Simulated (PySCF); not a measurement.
Ge(H)(OEt)2(NH2), C4H13GeNO2, SMILES [O]([GeH]([NH2])[O]CC)CC at its GFN2-xTB optimised geometry (Å):

```
21

Ge    -0.0787    -0.9128     0.0000
N      1.7311    -0.9128     0.0000
O     -0.7256     0.7128     0.0000
C     -0.4635     1.7668    -0.9026
C      0.8869     2.4224    -0.6552
O     -0.3657    -1.8122    -1.4822
C     -1.6004    -2.2423    -2.0118
C     -2.4291    -1.1007    -2.5834
H     -0.8747    -1.4466     1.1641
H      2.1569    -1.7918    -0.2539
H      2.1834    -0.5486     0.8265
H     -0.5098     1.4056    -1.9368
H     -1.2698     2.4953    -0.7532
H      0.9474     2.7690     0.3734
H      1.0161     3.2683    -1.3257
H      1.6792     1.6982    -0.8290
H     -1.3477    -2.9569    -2.8043
H     -2.1834    -2.7690    -1.2465
H     -1.8620    -0.5768    -3.3492
H     -2.6808    -0.3974    -1.7918
H     -3.3450    -1.4897    -3.0212
```

Calculation: PBE0/def2-SVP (PySCF 2.14.0). Cells within 0.4 Å of a nucleus heavier than hydrogen are left out (blank, or x).

Map of the deformation density (molecule minus spherical neutral atoms) (e/bohr³) on the plane z = 0.0 Å:

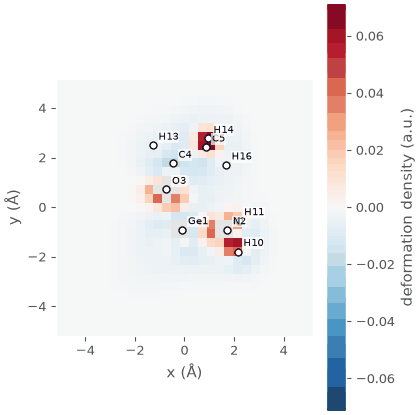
Fig. 1. Deformation density (molecule minus spherical neutral atoms) (e/bohr³) on the plane z = 0.0 Å.
